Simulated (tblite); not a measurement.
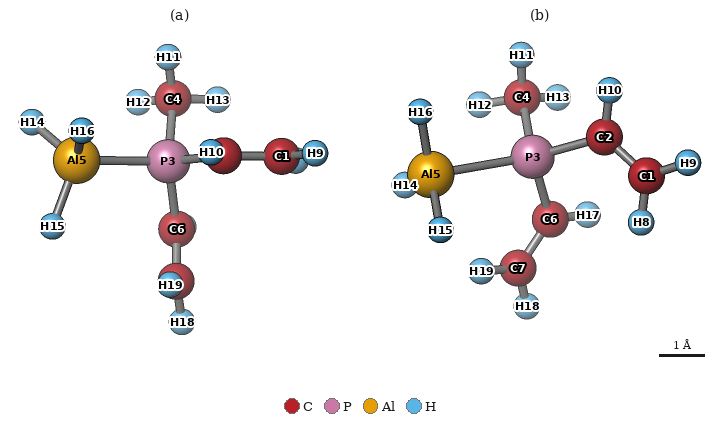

The structure of C5H12AlP before (left) and after (right) a relaxation, at one scale.

A ball-and-stick model, seen face on.

The calculation used GFN2-xTB geometry optimisation, gas phase in tblite. 

Summarise the run.

Answer. Over 261 geometry steps the energy falls by 19.8 kcal/mol. H10 moves most after the best rigid fit: 1.99 Å. Largest moves by element: H 1.99 Å, C 0.70 Å, Al 0.38 Å, P 0.31 Å. Near-neighbour distances that change, for instance: P3–Al5 2.294 → 2.487 Å, C2–P3 1.779 → 1.812 Å, C4–H13 1.120 → 1.089 Å, Al5–H15 1.598 → 1.571 Å. Bond angles that change, for instance: C2–P3–Al5 109.0° → 137.5°, P3–Al5–H14 109.1° → 92.9°, P3–Al5–H16 109.2° → 97.8°. Groups turn about C2–P3 by about 80°, P3–Al5 by about 40°.
